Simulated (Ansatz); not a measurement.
## Electronic structure of CH$_{2}$Cl$_{3}$In in real space

Input

```
crystal:
  periodic: [false, false, false]
  atoms:
    - {symbol: C, position_ang: [-2.854661, -0.312813, -0.919363]}
    - {symbol: Cl, position_ang: [-1.994897, -0.169012, 0.655681]}
    - {symbol: Cl, position_ang: [0.191547, -1.008101, -3.356857]}
    - {symbol: Cl, position_ang: [-1.179596, 2.652665, -2.945336]}
    - {symbol: In, position_ang: [-1.415091, 0.389957, -2.374211]}
    - {symbol: H, position_ang: [-3.752371, 0.317962, -0.890266]}
    - {symbol: H, position_ang: [-3.122834, -1.364858, -1.080267]}
basis:
  gaussian:
    orbitals: def2-TZVPD
hamiltonian:
  xc: pbe0
output: {forces: true, orbitals: {seedname: orbitals}}
```

Run with:

```sh
ansatz run input.yaml --threads 2 --pin off --max-ram 4350MiB --events-out events.jsonl --progress --plain --runs-dir runs
```

Geometry: r2SCAN-D4/def2-SVP; core potentials replace the inner electrons of In.

Method: isolated molecule in a Gaussian basis; Kohn-Sham density functional theory, functional PBE0 (Ansatz 0.2.0).

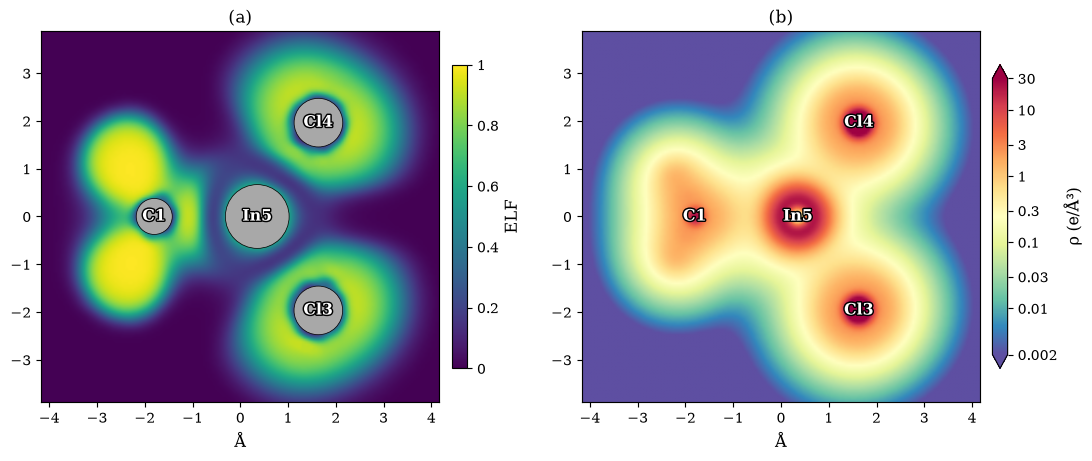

Figure 1. (a) ELF; (b) electron density on the plane of atoms Cl3, In5 and Cl4. Grey discs cover the atomic cores in the ELF map.

### Read the bonding off the picture.

The plane passes through C, Cl and In nuclei.
C–In (2.16 Å): ρ is about 0.67 e/Å³ halfway; the ELF peaks at about 0.90 in the valence shell of C, 0.7 Å from its nucleus, and drops to about 0.20 between the two atoms.
In–Cl (2.35 Å): the density is about 0.57 e/Å³ at the midpoint; the ELF peaks at about 0.80 in the valence shell of Cl, 0.8 Å from its nucleus, and drops to about 0.15 between the two atoms.
The ELF also peaks beside Cl3 and Cl4, away from the bonds: lone-pair regions.

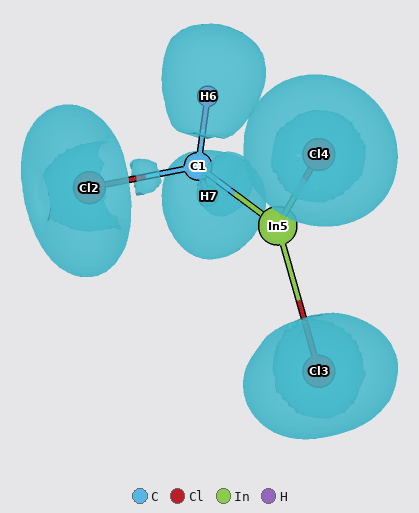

Figure 2. Isosurface of the ELF at 0.8 (cyan), seen at an oblique angle. Only the valence region is drawn (cores and ρ < 0.01 e/Å³ removed).

### Identify the bonds, lone pairs and shells in this picture.

The ELF exceeds this value in one region between bonded C–Cl atoms (shared pairs), two regions around hydrogen nuclei, one lobe of the valence shell of C pointing towards In (polar bonds) and three regions wrapped around Cl (the valence shell of each). Along the contacts the grid gives the following. C–Cl (1.80 Å): the ELF peaks at about 0.85 between the atoms: localised, covalent bonding.

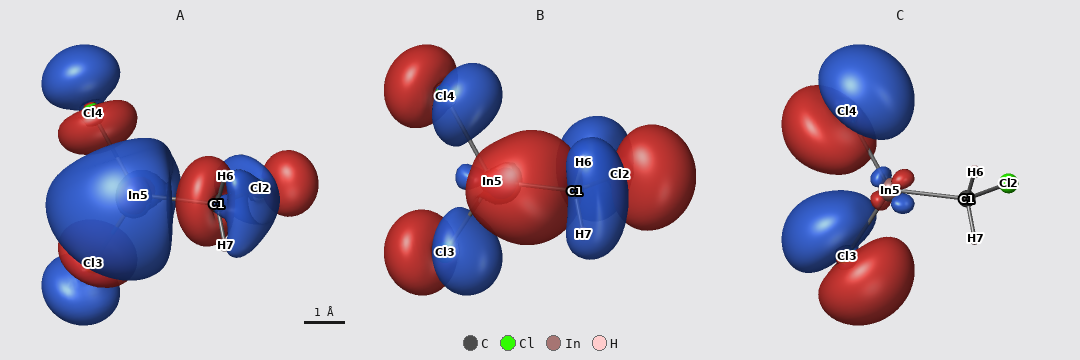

Figure 3. Three frontier orbitals at ±0.06 Å⁻³ᐟ² (blue and red are the two phases), in no order.

### Which picture is the HOMO−1, the HOMO and the LUMO?

C is the HOMO−1 (−8.96 eV). By Hirshfeld shares it lies mainly on Cl4 (about 45 %) and Cl3 (about 45 %); largely a combination of lone pairs on Cl4 and Cl3. B is the HOMO (−8.27 eV). Its weight (Hirshfeld) is mainly on Cl2 (about 35 %), C1 (about 20 %), In5 (about 15 %), Cl3 (about 10 %) and Cl4 (about 10 %). A is the LUMO (−2.41 eV). Its weight (Hirshfeld) is mainly on In5 (about 50 %), C1 (about 15 %), Cl4 (about 15 %), Cl3 (about 15 %) and Cl2 (about 5 %).

### What is the HOMO–LUMO gap?

5.86 eV between the orbital energies.
